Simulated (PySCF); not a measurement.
## Run report: PHO, excited-state calculation

PHO, computed with TDDFT PBE0/aug-cc-pVDZ, vertical, gas phase, core orbitals frozen in the response (PySCF 2.14.0).

The geometry comes from this level: PBE0-D3(BJ)/def2-SVP.

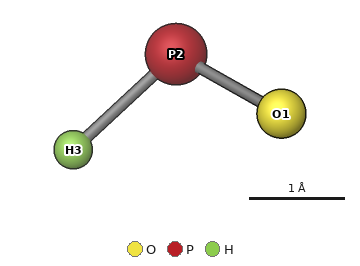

Fig. 1: The input geometry (ball-and-stick view, seen at a tilt; atoms are numbered from 1 in the order of the input). Bond lengths as drawn: H–P 1.48 Å and O–P 1.50 Å.

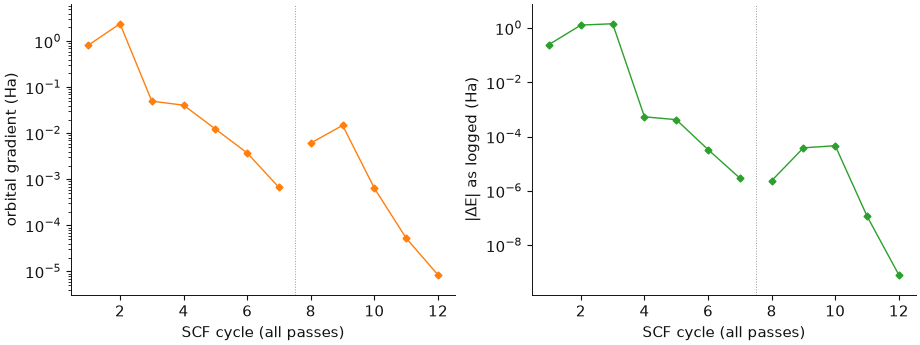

Fig. 2: Convergence of the self-consistent field: orbital gradient and size of the energy change against the SCF cycle. The dotted line marks the change from a coarse to the final integration grid. The first 7 cycles use a coarse grid, the final grid takes over at cycle 8, and the field converges after 12 cycles in all.

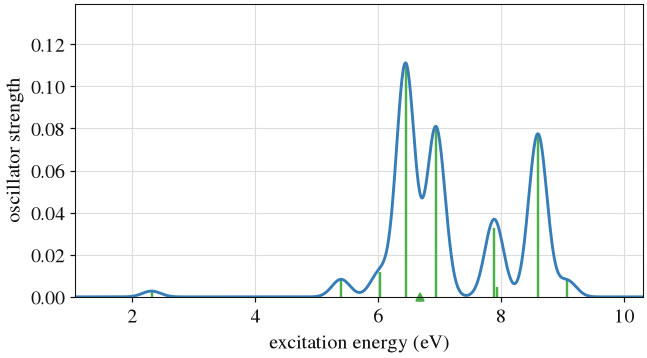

Fig. 3: Computed excitations as sticks (degenerate states added up, dark ones marked on the axis), with a Gaussian envelope of 0.35 eV full width at half maximum, scaled to the tallest. Of the 10 states the lowest lies at 2.32 eV (f = 0.003); the strongest line is at 6.45 eV, or 192 nm (f = 0.111).

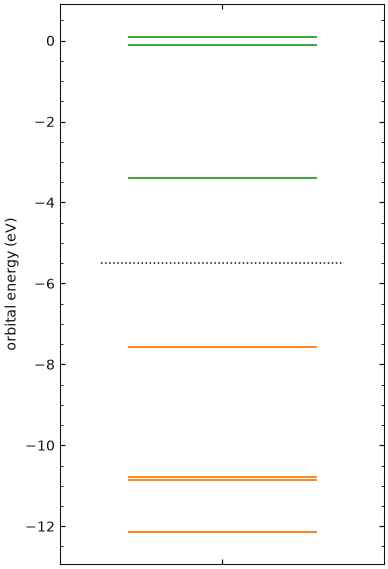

Fig. 4: Orbital energies near the frontier; the dotted line parts filled from empty levels, and levels within 0.02 eV of each other stand side by side. Highest filled −7.58 eV, lowest empty −3.40 eV, 4.18 eV apart.

The input that produced these results follows, with the program's output.

Input file
```
{"job": {"kind": "uv", "xc": "PBE0", "basis": "aug-cc-pVDZ"}, "charge": 0, "multiplicity": 1}
O      1.192176    -0.293743    -0.001135
P     -0.004908     0.602175    -0.026732
H     -1.164309    -0.313501     0.002767
```

The first line tells a small driver script what to run in PySCF; the rest is the geometry in Å.

Launch command:
```bash
OMP_NUM_THREADS=1 python <driver script> task.json out
```

The program's output
```
coarse grid: 3336 points
cycle   1  E = -416.7791506966  dE =  2.473e-01  |g| = 8.210e-01  |ddm| = 3.143e+00
cycle   2  E = -415.4933312229  dE =  1.286e+00  |g| = 2.410e+00  |ddm| = 3.596e+00
cycle   3  E = -416.9325003180  dE = -1.439e+00  |g| = 5.012e-02  |ddm| = 2.714e+00
cycle   4  E = -416.9330362278  dE = -5.359e-04  |g| = 4.095e-02  |ddm| = 1.749e-01
cycle   5  E = -416.9334577463  dE = -4.215e-04  |g| = 1.242e-02  |ddm| = 5.162e-02
cycle   6  E = -416.9334910121  dE = -3.327e-05  |g| = 3.748e-03  |ddm| = 1.705e-02
cycle   7  E = -416.9334939727  dE = -2.961e-06  |g| = 6.668e-04  |ddm| = 4.065e-03
final grid: 28512 points
cycle   8  E = -416.9388846552  dE =  2.379e-06  |g| = 6.152e-03  |ddm| = 2.630e-02
cycle   9  E = -416.9388459723  dE =  3.868e-05  |g| = 1.493e-02  |ddm| = 2.181e-02
cycle  10  E = -416.9388921658  dE = -4.619e-05  |g| = 6.420e-04  |ddm| = 1.626e-02
cycle  11  E = -416.9388922828  dE = -1.170e-07  |g| = 5.268e-05  |ddm| = 1.631e-03
cycle  12  E = -416.9388922836  dE = -8.043e-10  |g| = 8.403e-06  |ddm| = 1.020e-04
converged SCF energy = -416.9388922836

Static polarisability (au): isotropic 28.221, principal 22.179 28.727 33.756

Singlet excitations
state   eV       nm        f      main configurations
  1   2.3180    534.9   0.00277   H->L 0.99
  2   5.3991    229.6   0.00839   H-1->L 0.98
  3   6.0283    205.7   0.01168   H->L+1 0.61, H->L+2 0.32
  4   6.4473    192.3   0.11119   H->L+2 0.67, H->L+1 0.30
  5   6.6819    185.6   0.00000   H-3->L 0.99
  6   6.9420    178.6   0.08096   H-2->L 0.80
  7   7.8826    157.3   0.03279   H->L+3 0.98
  8   7.9416    156.1   0.00458   H->L+4 0.99
  9   8.5993    144.2   0.07781   H->L+5 0.84
 10   9.0724    136.7   0.00783   H->L+6 0.71, H->L+7 0.25

Triplet excitations (Tamm-Dancoff, eV): 1.4084 3.9887 4.4242 5.3366
```

Summary

```tsv
quantity	value
outcome	converged
total energy	−416.938892 hartree
HOMO	−7.58 eV
LUMO	−3.40 eV
dipole moment	2.29 D
mean polarisability	28.22 a.u.
lowest singlet excitation	2.32 eV
hardware	1 CPU thread, shared host
wall time	2.2 s
peak memory	0.27 GiB
```
